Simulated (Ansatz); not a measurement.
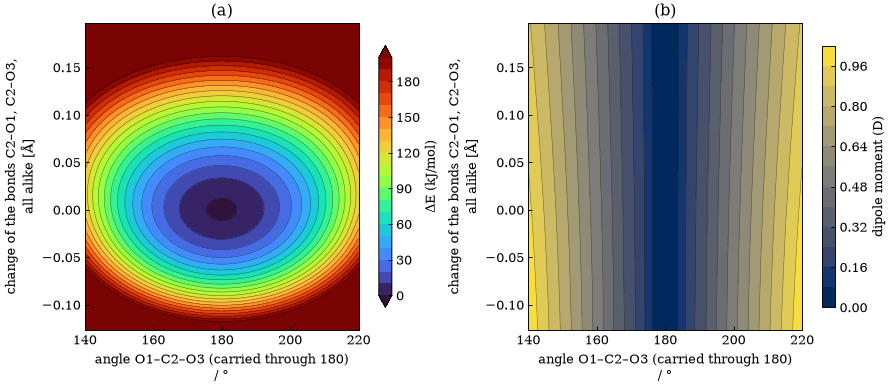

CO2, SMILES O=C=O. First axis: angle O1–C2–O3 (carried through 180). Second axis: change of the bonds C2–O1, C2–O3, all alike. Nothing is relaxed (all other coordinates rigid). The scan uses a 15 × 15 grid; 120 points were computed and 105 follow by symmetry. Points are written as (first, second). All energies are given in kJ/mol relative to the lowest grid point. Theory: RKS PBE0-D4/def2-TZVP in Ansatz.

Panel (a) is the energy and panel (b) the computed dipole moment on the same grid.

The picture shows filled contours, one colour for all values above the top of the scale. Between grid points the surface is interpolated.

Q: How does the dipole moment vary over the map, and what is it at the lowest grid point?

A: Leaving out the highest fifth of the energies, it runs from 0.00 D at (180.0°, 0.035 Å) to 1.00 D at (140.0°, −0.058 Å). At the lowest grid point, (180.0°, 0.012 Å), it is 0.00 D.
